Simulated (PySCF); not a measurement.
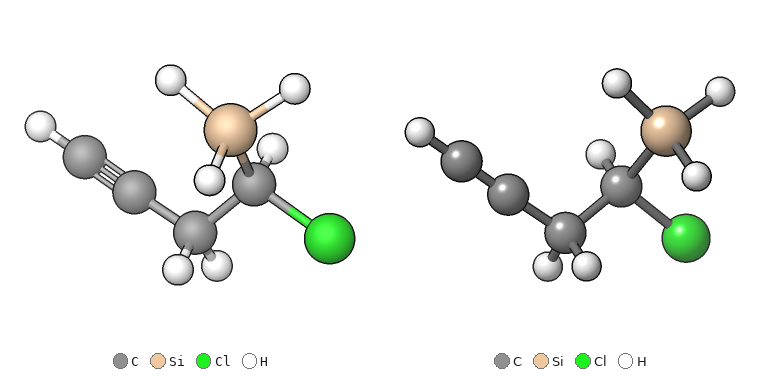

Both panels show the same species.

Give the formula.

Answer. C₄H₇ClSi, 13 atoms: 4 carbon, 7 hydrogen, 1 chlorine and 1 silicon.

Name some functional groups or characteristic bonds that it holds.

Answer. Among them: alkyne, C–Cl bond, Si–H bond.

Does it have rings?

Answer. It has no ring.

More results for the same structure follow; atom numbers are the same in all pictures, views and colours differ. The geometry was computed by an optimisation with PBE0-D3(BJ)/def2-SVP. No frequency run is at hand to confirm it as a minimum.

### Shape

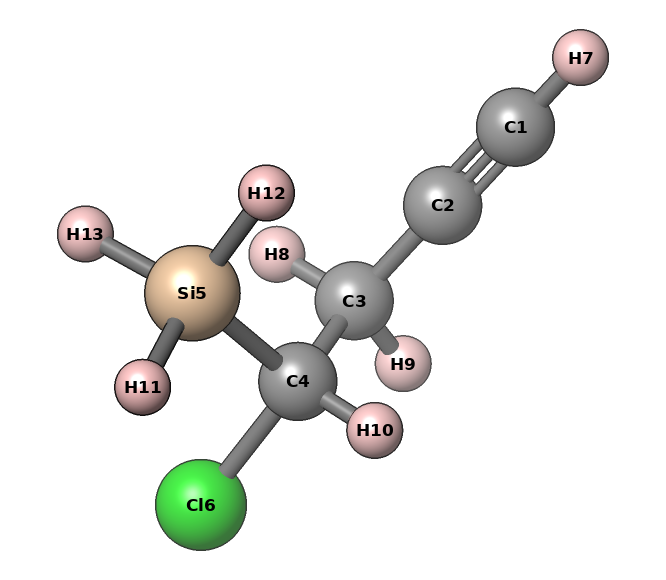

Distant atoms are faded towards the background colour. No frequency run is at hand to confirm it as a minimum.

Find the stereocentres and stereogenic double bonds.

Answer. Centres: C4.

Give the R/S and E/Z labels.

Answer. C4: S (priorities Cl6 > Si5 > C3 > H10).

### NMR shielding

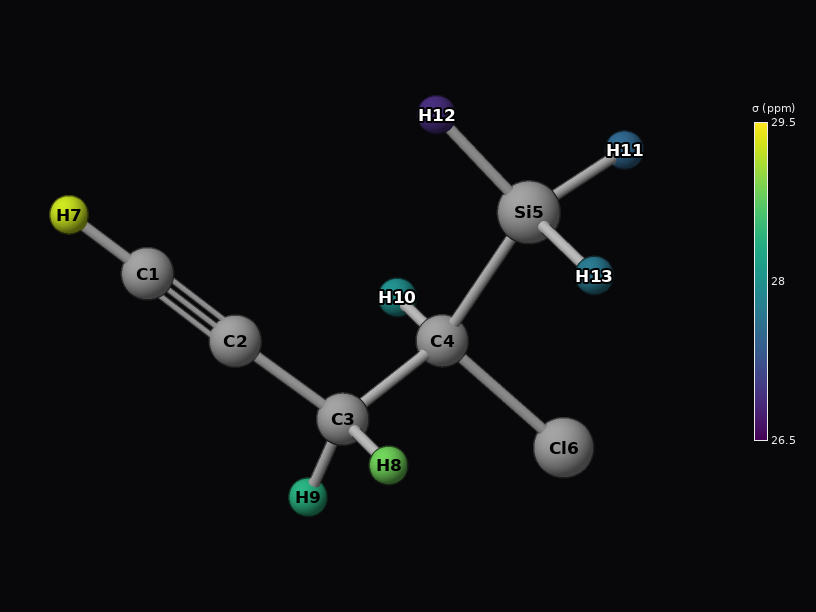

Atoms are coloured by their isotropic NMR shieldings (H only, the others grey). No frequency run is at hand to confirm it as a minimum. Method: GIAO KT3/pcSseg-1 NMR shielding, non-relativistic, gas phase (PySCF 2.14.0).

Which H atom is the most shielded (lowest chemical shift)?

Answer. H7 (29.25 ppm).

Which H atom is the least shielded (highest chemical shift)?

Answer. H12 (26.90 ppm).

How wide is the range of H shifts?

Answer. 2.35 ppm.

Give the isotropic NMR shieldings of the H atoms atom by atom.

```csv
atom,σ (ppm)
H7,29.25
H8,28.84
H9,28.39
H10,27.99
H11,27.49
H12,26.90
H13,27.70
```

### Bond orders

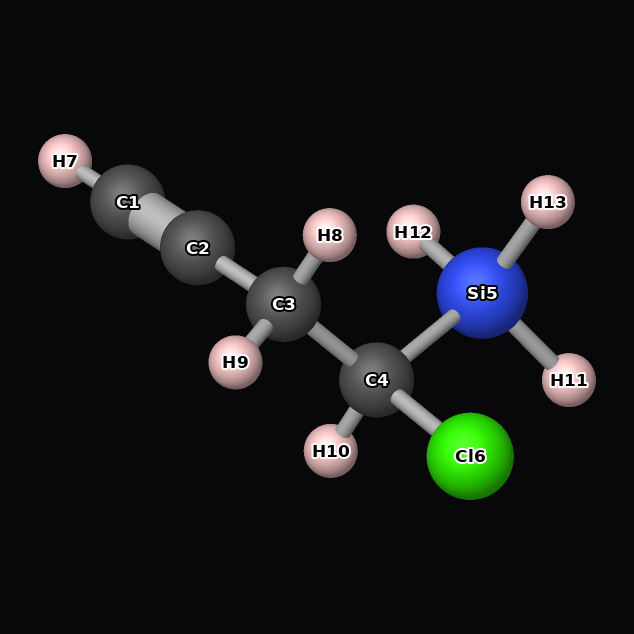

The thickness of each stick grows with its Mayer bond order. No frequency run is at hand to confirm it as a minimum. Computed with PBE0/6-31G (PySCF 2.14.0).

Which bond has the highest Mayer bond order?

Answer. C1–C2, 3.17, at a length of 1.211 Å.

List the Mayer bond orders of C1–C2, C1–H7, C2–C3, C3–C4, C3–H8, C3–H9, C4–Si5, C4–Cl6, C4–H10, Si5–H11, Si5–H12, Si5–H13.

```csv
bond,Mayer order,length (Å)
C1–C2,3.17,1.211
C1–H7,0.83,1.074
C2–C3,0.93,1.457
C3–C4,0.89,1.530
C3–H8,0.91,1.103
C3–H9,0.91,1.104
C4–Si5,0.80,1.907
C4–Cl6,0.95,1.804
C4–H10,0.89,1.101
Si5–H11,0.94,1.491
Si5–H12,0.93,1.493
Si5–H13,0.94,1.492
```

### Charges

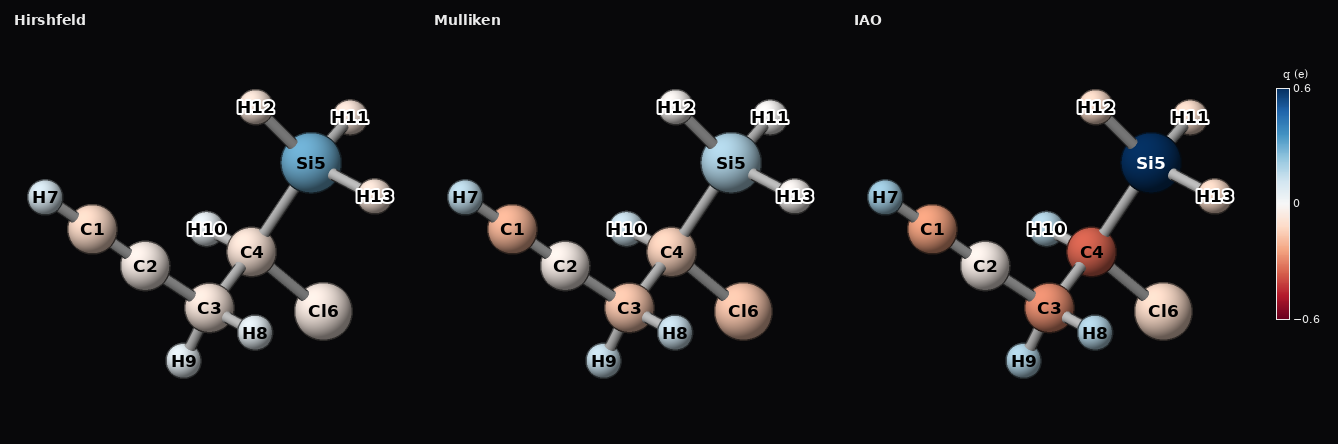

Atomic charges of one calculation by 3 schemes, on one colour scale. No frequency run is at hand to confirm it as a minimum. Method: PBE0/cc-pVTZ (PySCF 2.14.0).

Which scheme gives the most polar picture (largest mean size of the charges)?

Answer. The IAO charges are the largest in size here, and the Hirshfeld charges the smallest.

On which atom do the schemes disagree most?

Answer. On Si5 (from 0.18 to 0.60 e).

List the charges (e), one line for each set of equivalent atoms.

| atom | Hirshfeld | Mulliken | IAO |
| --- | --- | --- | --- |
| C1 | −0.11 | −0.20 | −0.24 |
| C2 | −0.04 | −0.03 | −0.03 |
| C3 | −0.06 | −0.16 | −0.27 |
| C4 | −0.08 | −0.13 | −0.35 |
| Si5 | 0.29 | 0.18 | 0.60 |
| Cl6 | −0.05 | −0.16 | −0.11 |
| H7 | 0.10 | 0.15 | 0.21 |
| H8 | 0.06 | 0.13 | 0.17 |
| H9 | 0.06 | 0.13 | 0.18 |
| H10 | 0.05 | 0.13 | 0.17 |
| H11 | −0.07 | −0.01 | −0.10 |
| H12 | −0.07 | −0.02 | −0.11 |
| H13 | −0.07 | −0.01 | −0.11 |

### Electronic properties

No frequency run is at hand to confirm it as a minimum. Properties computed with KT3/pcSseg-1, gas phase (PySCF 2.14.0).

What is the HOMO–LUMO gap?

Answer. 5.62 eV.

Give the HOMO energy (Kohn–Sham orbital) at this level.

Answer. −6.79 eV.

Estimate the dipole moment.

Answer. 1.44 D.

Mulliken values depend strongly on the basis set and can even reverse the polarity of a bond.
